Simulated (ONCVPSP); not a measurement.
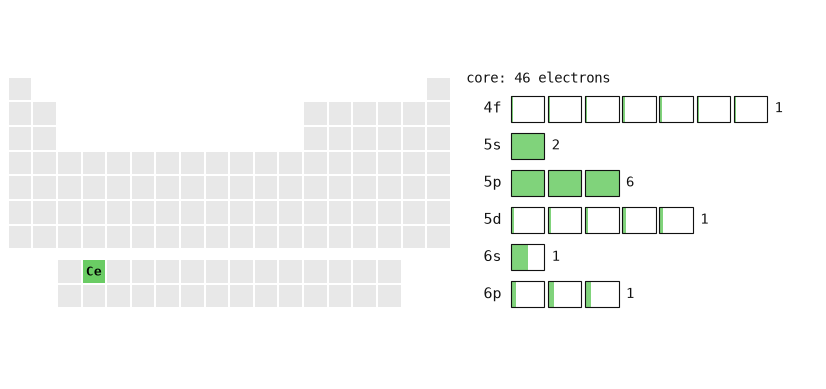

*Left, the place of cerium in the periodic table; right, the valence shells of the reference configuration: a box for each of the 2l + 1 orbitals, shaded by the share of the shell that is filled, with the electron count at the right.*

## Run report: Ce, pseudopotential generation

System: cerium (Ce, Z = 58), core [Kr] 4d10, reference valence 4f1 5s2 5p6 5d1 6s1 6p1, valence charge 12.
Method: ONCV potential, PBEsol, scalar-relativistic, made with ONCVPSP 4.0.1.

## The program's output (extracts)
```
ONCVPSP  (Optimized Norm-Conservinng Vanderbilt PSeudopotential)
scalar-relativistic version 4.0.1

#   n    l    f        energy (Ha)
    1    0    2.00    -1.4793084E+03
    2    0    2.00    -2.3690539E+02
    2    1    6.00    -2.1220369E+02
    3    0    2.00    -5.1039023E+01
    3    1    6.00    -4.3184212E+01
    3    2   10.00    -3.2020697E+01
    4    0    2.00    -1.0353793E+01
    4    1    6.00    -7.7892659E+00
    4    2   10.00    -4.0990696E+00
    4    3    1.00    -2.4095945E-01
    5    0    2.00    -1.5344979E+00
    5    1    6.00    -8.9484610E-01
    5    2    1.00    -1.4584996E-01
    6    0    1.00    -1.6145275E-01
    6    1    1.00    -6.8657338E-02

Reference configufation results
  iterations    28
  all-electron total energy (Ha)   -8.85700668D+03

Begin loop to  construct optimized pseudo wave functions
and semi-local pseudopoentials for all angular momenta

Calculating optimized projector #   1

 for l=   0

    Fraction of norm inside rc  0.989900
    Optimizing pswf for qcut=   3.41 a_B^-1,  ecut=   5.80 Ha
    Residual kinetic energy error=  1.45D-06 Ha

    Energy error per electron        Cutoff
         Ha          eV             Ha
         0.01000     0.27211        2.28
         0.00100     0.02721        3.17
         0.00010     0.00272        3.81
         0.00001     0.00027        4.54

Calculating optimized projector #   2

 for l=   0

    Fraction of norm inside rc  0.167996
    Optimizing pswf for qcut=   3.41 a_B^-1,  ecut=   5.80 Ha
    Residual kinetic energy error=  3.28D-05 Ha

    Energy error per electron        Cutoff
         Ha          eV             Ha
         0.01000     0.27211        1.84
         0.00100     0.02721        2.62
         0.00010     0.00272        4.40
         0.00001     0.00027       13.89

Calculating optimized projector #   1

 for l=   1

    Fraction of norm inside rc  0.953746
    Optimizing pswf for qcut=   3.90 a_B^-1,  ecut=   7.60 Ha
    Residual kinetic energy error=  3.87D-06 Ha

    Energy error per electron        Cutoff
         Ha          eV             Ha
         0.01000     0.27211        4.05
         0.00100     0.02721        5.30
         0.00010     0.00272        6.42
         0.00001     0.00027        7.35

Calculating optimized projector #   2

 for l=   1

    Fraction of norm inside rc  0.050132
    Optimizing pswf for qcut=   3.90 a_B^-1,  ecut=   7.60 Ha
    Residual kinetic energy error=  2.05D-06 Ha

    Energy error per electron        Cutoff
         Ha          eV             Ha
         0.01000     0.27211        2.77
         0.00100     0.02721        4.26
         0.00010     0.00272        5.36
         0.00001     0.00027        6.68

   Wellstate for l =  2  n =  8
     eigenvalue =   2.9542
     asymptotic potential =   3.4542
     half-point radius =  4.7720

Calculating optimized projector #   1

 for l=   2

    Fraction of norm inside rc  0.640779
    Optimizing pswf for qcut=   5.50 a_B^-1,  ecut=  15.13 Ha
    Residual kinetic energy error=  4.28D-09 Ha

    Energy error per electron        Cutoff
         Ha          eV             Ha
         0.01000     0.27211        4.66
         0.00100     0.02721        6.69
         0.00010     0.00272        8.55
         0.00001     0.00027       10.38

Calculating optimized projector #   2

 for l=   2

    Fraction of norm inside rc  0.218293
    Optimizing pswf for qcut=   5.50 a_B^-1,  ecut=  15.13 Ha
    Residual kinetic energy error=  8.51D-06 Ha

    Energy error per electron        Cutoff
         Ha          eV             Ha
         0.01000     0.27211        7.23
         0.00100     0.02721       10.18
         0.00010     0.00272       11.57
         0.00001     0.00027       14.67

Calculating optimized projector #   1

 for l=   3

    Fraction of norm inside rc  0.892626
    Optimizing pswf for qcut=   9.20 a_B^-1,  ecut=  42.27 Ha
    Residual kinetic energy error=  5.73D-06 Ha

    Energy error per electron        Cutoff
         Ha          eV             Ha
         0.01000     0.27211       30.39
         0.00100     0.02721       34.78
         0.00010     0.00272       38.09
         0.00001     0.00027       42.48

Construct Vanderbilt / Kleinmman-Bylander projectors

B matrix Hermiticity error, ll=   0
   1   2    9.6424E-05

  Orthonormal projector coefficients -9.9508E-01  6.5081E-01

B matrix Hermiticity error, ll=   1
   1   2    3.5665E-05

  Orthonormal projector coefficients -1.2007E+00  3.7278E-01

B matrix Hermiticity error, ll=   2
   1   2    1.1297E-04

  Orthonormal projector coefficients -1.3644E+00  2.9979E-01

Model core correction analysis
  based on d2Exc/dn_idn_j

d2excae - all-electron derivatives

   -1.845151D-02   -1.400496D-02   -1.094758D-02   -4.423640D-03
   -1.222882D-03   -5.312792D-04
   -1.399363D-02   -2.548791D-02   -2.230241D-02   -9.376415D-03
   -1.557618D-03   -8.870004D-04
   -1.093408D-02   -2.232516D-02   -2.222494D-02   -1.238942D-02
   -1.828734D-03   -6.547261D-04
   -4.529358D-03   -9.619099D-03   -1.290232D-02   -1.271652D-02
   -2.942580D-03   -2.251961D-04
   -1.434308D-03   -1.897011D-03   -2.677446D-03   -4.350284D-03
   -1.941626D-03   -1.667584D-04
   -6.291417D-04   -1.026574D-03   -1.026340D-03   -1.046907D-03
   -5.069263D-04   -8.091495D-05

d2excps - pseudofunction derivatives with no core correction

   -5.654819D-02   -3.833889D-02   -2.493709D-02   -7.011611D-03
   -3.057872D-03   -1.511395D-03
   -3.833522D-02   -3.687255D-02   -2.450116D-02   -9.298657D-03
   -2.948165D-03   -1.170187D-03
   -2.492725D-02   -2.452431D-02   -2.433766D-02   -1.306755D-02
   -2.058766D-03   -8.142450D-04
   -7.118375D-03   -9.541369D-03   -1.358064D-02   -1.297402D-02
   -2.944517D-03   -2.695283D-04
   -3.270076D-03   -3.288824D-03   -2.907795D-03   -4.353069D-03
   -2.082935D-03   -1.903547D-04
   -1.609566D-03   -1.309852D-03   -1.186017D-03   -1.091699D-03
   -5.306568D-04   -9.299386D-05

rms 2nd derivative error    9.425940E-03

Polynomial model core charge

d2excps - pseudofunction derivatives with core correction

   -2.774405D-02   -2.023679D-02   -1.597122D-02   -5.586348D-03
   -1.468411D-03   -8.448546D-04
   -2.022608D-02   -1.994961D-02   -1.860318D-02   -8.506135D-03
   -1.260372D-03   -7.147991D-04
   -1.595802D-02   -1.862558D-02   -2.153266D-02   -1.268724D-02
   -1.537519D-03   -5.985438D-04
   -5.692152D-03   -8.748664D-03   -1.320009D-02   -1.296724D-02
   -2.877043D-03   -2.350362D-04
   -1.679888D-03   -1.599669D-03   -2.386157D-03   -4.284954D-03
   -1.907197D-03   -1.493628D-04
   -9.427545D-04   -8.543201D-04   -9.701383D-04   -1.056838D-03
   -4.895130D-04   -7.685189D-05

rms 2nd derivative error    2.780037E-03

Pseudoatom total energy  -39.555175

Diagnostic tests using Vanderbilt-Kleinman-Bylander pseudopotentials
  1 or more projectors used as specified by nproj input data

   l    rcore       rmatch      e in        delta e   norm test  slope test

   0   2.9637320   3.0537173  -1.5344979   0.0000025   1.0001494   1.0001386
   0   2.9637320   3.0537173  -0.1614527   0.0000076   1.0000426   0.9998924

   1   2.9110186   2.9994034  -0.8948461   0.0000002   1.0000816   1.0000802
   1   2.9110186   2.9994034  -0.0686573   0.0000006   1.0000147   1.0000122

   2   3.0537173   3.1464348  -0.1458500  -0.0000001   1.0000138   1.0000164
   2   3.0537173   3.1464348   2.9541500   0.0000015   1.0000656   1.0000656

   3   1.8586449   1.9150774  -0.2409594  -0.0000215   0.9999764   0.9999507

 Testing for bound ghosts
   n   l    E NL Schr. Eq   E Basis Diag.   E Cutoff

   1   0       -1.534495       -1.534315     21.85
   2   0       -0.161445       -0.157355     21.85

   2   1       -0.894846       -0.894821     35.98
   3   1       -0.068657       -0.048435     35.98

   3   2       -0.145850       -0.145302     36.93

   4   3       -0.240981       -0.240536     85.91

 Testing for highly-localized positive-energy ghosts
       l    <radius>/rc     E Basis Diag.   E Cutoff

Test configuration 0

   n   l     f        eae           eps        diff
   1   0  2.0000-1479.30837963
   2   0  2.0000 -236.90539385
   2   1  6.0000 -212.20369005
   3   0  2.0000  -51.03902305
   3   1  6.0000  -43.18421222
   3   2 10.0000  -32.02069727
   4   0  2.0000  -10.35379326
   4   1  6.0000   -7.78926588
   4   2 10.0000   -4.09906964
   4   3  1.0000   -0.24095945   -0.24098091   -2.15D-05
   5   0  2.0000   -1.53449794   -1.53449544    2.50D-06
   5   1  6.0000   -0.89484610   -0.89484592    1.84D-07
   5   2  1.0000   -0.14584996   -0.14585011   -1.47D-07
   6   0  1.0000   -0.16145275   -0.16144513    7.62D-06
   6   1  1.0000   -0.06865734   -0.06865674    5.99D-07

    Total energies and differences
      AE_ref= -8.85700668D+03  AE_tst= -8.85700668D+03  dif=  0.00D+00
      PS_ref= -3.95551748D+01  PS_tst= -3.95551748D+01  dif=  4.00D-12
      PSP excitation error= -4.00D-12

Test configuration 1

   n   l     f        eae           eps        diff
   1   0  2.0000-1479.26609353
   2   0  2.0000 -236.86337912
   2   1  6.0000 -212.16169766
   3   0  2.0000  -50.99695435
   3   1  6.0000  -43.14214780
   3   2 10.0000  -31.97864035
   4   0  2.0000  -10.31169821
   4   1  6.0000   -7.74718653
   4   2 10.0000   -4.05703306
   4   3  1.0000   -0.19929244   -0.19840521    8.87D-04
   5   0  2.0000   -1.49249139   -1.49146213    1.03D-03
   5   1  6.0000   -0.85350157   -0.85347849    2.31D-05
   5   2  1.0000   -0.11293552   -0.11313516   -2.00D-04
   6   0  2.0000   -0.13855678   -0.13848821    6.86D-05

    Total energies and differences
      AE_ref= -8.85700668D+03  AE_tst= -8.85709784D+03  dif= -9.12D-02
      PS_ref= -3.95551748D+01  PS_tst= -3.96462845D+01  dif= -9.11D-02
      PSP excitation error= -4.75D-05

Test configuration 2

   n   l     f        eae           eps        diff
   1   0  2.0000-1479.48567196
   2   0  2.0000 -237.08205517
   2   1  6.0000 -212.38042259
   3   0  2.0000  -51.21548495
   3   1  6.0000  -43.36068182
   3   2 10.0000  -32.19715395
   4   0  2.0000  -10.53009734
   4   1  6.0000   -7.96555743
   4   2 10.0000   -4.27530756
   4   3  1.0000   -0.41689111   -0.41686115    3.00D-05
   5   0  2.0000   -1.71016152   -1.71031343   -1.52D-04
   5   1  6.0000   -1.07056202   -1.07061033   -4.83D-05
   5   2  1.0000   -0.31549597   -0.31545849    3.75D-05
   6   0  1.0000   -0.31301902   -0.31300461    1.44D-05

    Total energies and differences
      AE_ref= -8.85700668D+03  AE_tst= -8.85687355D+03  dif=  1.33D-01
      PS_ref= -3.95551748D+01  PS_tst= -3.94220030D+01  dif=  1.33D-01
      PSP excitation error= -3.57D-05

Test configuration 3

   n   l     f        eae           eps        diff
   1   0  2.0000-1479.74220500
   2   0  2.0000 -237.33729388
   2   1  6.0000 -212.63572931
   3   0  2.0000  -51.47034267
   3   1  6.0000  -43.61554524
   3   2 10.0000  -32.45201665
   4   0  2.0000  -10.78456376
   4   1  6.0000   -8.21996346
   4   2 10.0000   -4.52953901
   4   3  1.0000   -0.66956148   -0.67126751   -1.71D-03
   5   0  2.0000   -1.96251852   -1.96502243   -2.50D-03
   5   1  6.0000   -1.32083019   -1.32131578   -4.86D-04
   5   2  1.0000   -0.54453599   -0.54428104    2.55D-04

    Total energies and differences
      AE_ref= -8.85700668D+03  AE_tst= -8.85646791D+03  dif=  5.39D-01
      PS_ref= -3.95551748D+01  PS_tst= -3.90161629D+01  dif=  5.39D-01
      PSP excitation error= -2.39D-04

Test configuration 4

   n   l     f        eae           eps        diff
   1   0  2.0000-1479.37077357
   2   0  2.0000 -236.96765766
   2   1  6.0000 -212.26599778
   3   0  2.0000  -51.10118986
   3   1  6.0000  -43.24638467
   3   2 10.0000  -32.08286471
   4   0  2.0000  -10.41589994
   4   1  6.0000   -7.85137799
   4   2 10.0000   -4.16118606
   4   3  1.0000   -0.30320638   -0.30267483    5.32D-04
   5   0  2.0000   -1.59647940   -1.59592959    5.50D-04
   5   1  6.0000   -0.95732014   -0.95730960    1.05D-05
   5   2  1.0000   -0.21035981   -0.21045049   -9.07D-05
   6   0  1.5000   -0.22361341   -0.22355117    6.22D-05

    Total energies and differences
      AE_ref= -8.85700668D+03  AE_tst= -8.85700754D+03  dif= -8.56D-04
      PS_ref= -3.95551748D+01  PS_tst= -3.95559989D+01  dif= -8.24D-04
      PSP excitation error= -3.16D-05
```

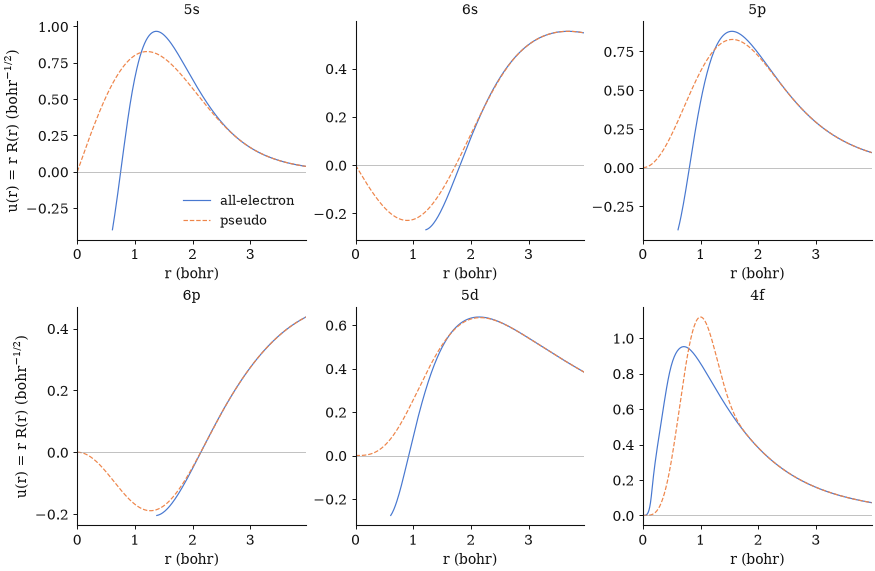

*Partial waves u(r) = r R(r), all-electron (solid) and pseudo (dashed). The innermost oscillations of some all-electron curves aren't drawn. Reference configuration 4f1 5s2 5p6 5d1 6s1 6p1.*

- Matching radii: 5s at 2.95 bohr; 6s at 2.95 bohr; 5p at 2.90 bohr; 6p at 2.90 bohr; 5d at 3.05 bohr; 4f at 1.85 bohr. The curves merge smoothly, so the plot gives these only roughly.
- Nodes of the pseudo-waves: 5s has no node; 6s has a node at about 1.7 bohr; 5p has no node; 6p has a node at about 2.1 bohr; 5d has no node; 4f has no node. A node in 6s and 6p is expected, since a lower shell of the same l is also in the valence and the two must stay orthogonal.

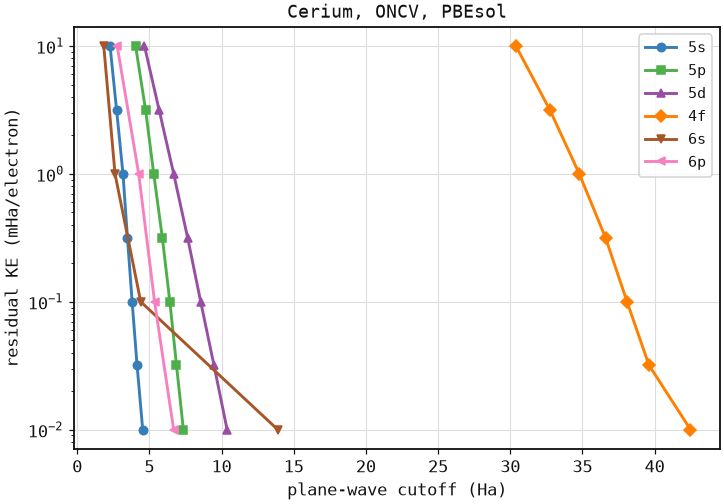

*Residual kinetic energy of the pseudo-waves (the first of each channel, and further valence shells) beyond the plane-wave cutoff, as the generator prints it.*

- Cutoffs for the occupied states: 35 Ha for 1 mHa and 38 Ha for 0.1 mHa per electron. The first is set by 4f.
- Hardest wave at 1 mHa per electron: 4f, with rc = 1.85 bohr and qcut = 9.2 1/bohr. The optimisation minimises, but can't always remove, the kinetic energy above qcut²/2 = 42.3 Ha, and a larger rc would as a rule soften the wave at some cost in transferability.
- Cutoffs for 1 mHa per electron: 4f: 35 Ha; 5d: 6.7 Ha; 5p: 5.3 Ha; 6p: 4.3 Ha; 5s: 3.2 Ha; 6s: 2.6 Ha.

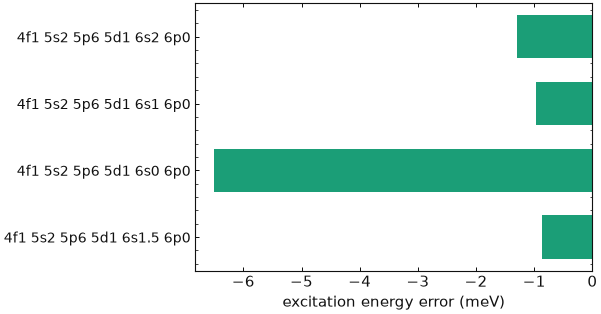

*Errors, all-electron minus pseudo, of the energies of valence configurations relative to the unpolarised reference 4f1 5s2 5p6 5d1 6s1 6p1.*

- Worst configuration: 4f1 5s2 5p6 5d1 6s0 6p0 (charge +2): the error is -6.5 meV on an all-electron energy of +14.66 eV relative to the reference, or 0.044 %.
- Configurations within 10 meV and within 50 meV: 4 and 4 of 4.
- Errors in meV: 4f1 5s2 5p6 5d1 6s2 6p0: -1.3; 4f1 5s2 5p6 5d1 6s1 6p0: -1.0; 4f1 5s2 5p6 5d1 6s0 6p0: -6.5; 4f1 5s2 5p6 5d1 6s1.5 6p0: -0.9.

## Input file
```
# ATOM AND REFERENCE CONFIGURATION
# atsym  z   nc   nv     iexc    psfile
  Ce 58.00    9    6  -116133      upf
#
#   n    l    f
    1    0    2.00
    2    0    2.00
    2    1    6.00
    3    0    2.00
    3    1    6.00
    3    2   10.00
    4    0    2.00
    4    1    6.00
    4    2   10.00
    4    3    1.00
    5    0    2.00
    5    1    6.00
    5    2    1.00
    6    0    1.00
    6    1    1.00
#
# PSEUDOPOTENTIAL AND OPTIMIZATION
# lmax
    3
#
#   l,   rc,      ep,       ncon, nbas, qcut
    0    2.95    0.00    3    7    3.40
    1    2.90    0.00    4    8    3.90
    2    3.05    0.00    4    8    5.50
    3    1.85    0.00    3    8    9.20
#
# LOCAL POTENTIAL
# lloc, lpopt,  rc(5),   dvloc0
    4    5    1.75    6.00
#
# VANDERBILT-KLEINMAN-BYLANDER PROJECTORs
# l, nproj, debl
    0    2    0.40
    1    2    3.70
    2    2    3.10
    3    1    1.20
#
# MODEL CORE CHARGE
# icmod, fcfact, rcfact
    1    0.45    0.00
#
# LOG DERIVATIVE ANALYSIS
# epsh1, epsh2, depsh
   -3.00    5.00    0.02
#
# OUTPUT GRID
# rlmax, drl
    6.00    0.01
#
# TEST CONFIGURATIONS
# ncnf
    4
# nvcnf
#   n    l    f
    6
    4    3    1.00
    5    0    2.00
    5    1    6.00
    5    2    1.00
    6    0    2.00
    6    1    0.00
#
    6
    4    3    1.00
    5    0    2.00
    5    1    6.00
    5    2    1.00
    6    0    1.00
    6    1    0.00
#
    6
    4    3    1.00
    5    0    2.00
    5    1    6.00
    5    2    1.00
    6    0    0.00
    6    1    0.00
#
    6
    4    3    1.00
    5    0    2.00
    5    1    6.00
    5    2    1.00
    6    0    1.50
    6    1    0.00
#
```

Launched with:
```bash
oncvpsp.x < Ce.dat > Ce.out
```

## Summary

- outcome: generated
- cutoffs needed: 35 Ha and 38 Ha (the cutoffs at which the residual kinetic energy of the hardest occupied pseudo-wave falls to 1 and 0.1 mHa per electron)
- ghost test: no bound ghost flagged; no localised positive-energy state flagged
- largest excitation error: -6.5 meV (all-electron minus pseudo) for 4f1 5s2 5p6 5d1 6s0 6p0, out of 4 test configurations
- rms error of d²Exc/dni dnj: 9.43 mHa without and 2.78 mHa with the model core
- range over which the phases arctan(r R′/R) at the test radius agree within 0.05 rad (a looser test near the poles than one of phase shifts): s: up to about 1.4 Ha; p: up to about 2.7 Ha; d: up to about 4.2 Ha; f: between about -0.4 and 0.2 Ha
- hardware: 1 CPU thread, shared host
- wall time: 12 s
